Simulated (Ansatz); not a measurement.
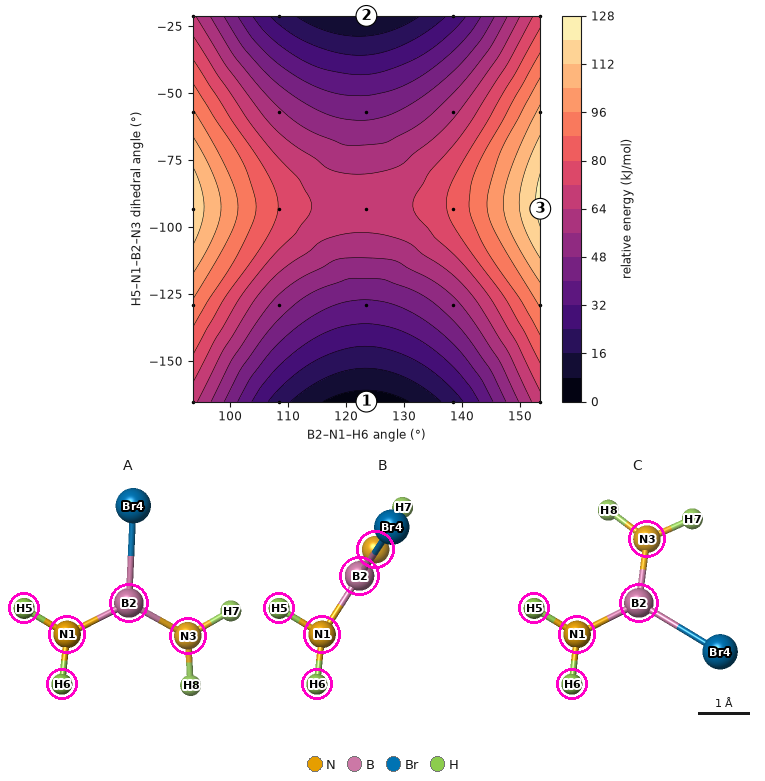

BN2H4Br: the B2–N1–H6 angle and the H5–N1–B2–N3 dihedral angle are varied on a grid, with the rest of the molecule carried along rigidly. The map is interpolated between the computed points (dots). The frames are shuffled; each belongs to one numbered point. A ball-and-stick model, seen face on. The ringed atoms are those of the scanned coordinates.

Level of theory: CCSD(T) (def2-TZVPP, Ansatz), on geometries moved rigidly from the minimum at PBE0-D4/def2-TZVP. Coupled cluster with a frozen core. Energies are counted from the PBE0-D4/def2-TZVP minimum geometry at the same level.

Which frame belongs to which numbered point?

Answer. Point 1 is frame A, at (123.5, −165.1) and 3.9 kJ/mol; 2 is frame C, at (123.5, −21.1) and 7.8 kJ/mol; 3 is frame B, at (153.5, −93.1) and 122.1 kJ/mol. In pairs of (B2–N1–H6 angle (°); H5–N1–B2–N3 dihedral angle (°)): the lowest computed point lies at (123.5, −165.1) (3.9 kJ/mol), the highest at (153.5, −93.1) (122.1 kJ/mol). It lies on the edge of the grid, so the true minimum may be outside the range scanned.
